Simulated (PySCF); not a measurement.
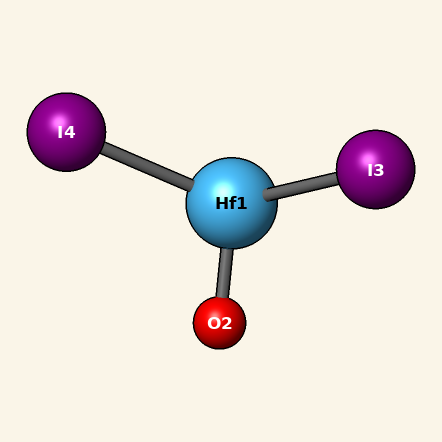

Every bond is drawn as one stick. The species is neutral and a spin singlet. The computed structure is the end point of a PBE/def2-SVP with core potentials optimisation. Level of theory: PBE/def2-SVP, core potentials on Hf, I (PySCF 2.14.0).

List the Mayer bond orders of Hf1–O2, Hf1–I3 (one bond of each equivalent set).

```csv
bond,Mayer order,length (Å)
Hf1–O2,2.42,1.760
Hf1–I3,1.22,2.735
```

The search tried a few shapes and spins; others may lie lower.
